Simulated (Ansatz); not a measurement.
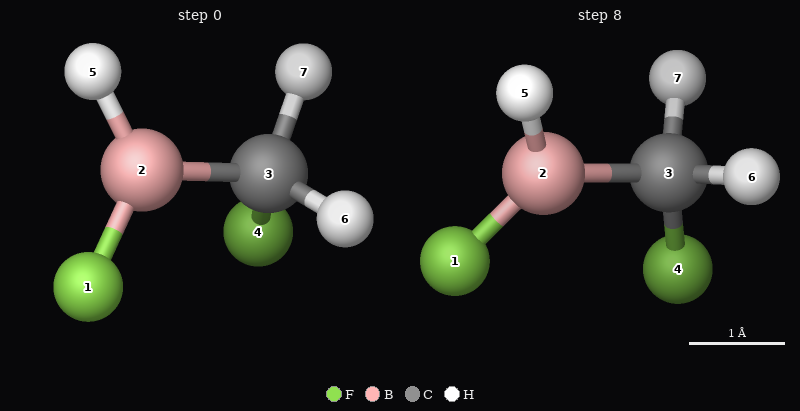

The structure of CH3BF2 (coarse preliminary run) before (left) and after (right) a relaxation, at one scale.

Style: ball-and-stick. Shown at a tilt.

The start comes from a force field.

Level of theory: Ansatz, RKS PBE-D4/def2-SVP. Settings: force threshold 0.03 eV/Å; at most 200 steps.

**Describe what moved and what it gained.**

After 8 geometry steps the energy has fallen by 40.7 kJ/mol. Largest force component: 2.5 eV/Å at the start, 0.0041 eV/Å at the end. The atom that moves furthest after the best rigid fit is H5 (0.73 Å). Largest moves by element: H 0.73 Å, F 0.71 Å, C 0.04 Å, B 0.04 Å. Some distances before and after: F1–B2 1.406 → 1.328 Å, C3–H7 1.159 → 1.120 Å, B2–H5 1.190 → 1.221 Å, C3–F4 1.364 → 1.385 Å. Among the angles between lasting bonds that change: F4–C3–H7 105.1° → 110.0°, F1–B2–H5 122.2° → 117.9°, F1–B2–C3 117.4° → 121.2°. Groups turn about B2–C3 by about 60°.
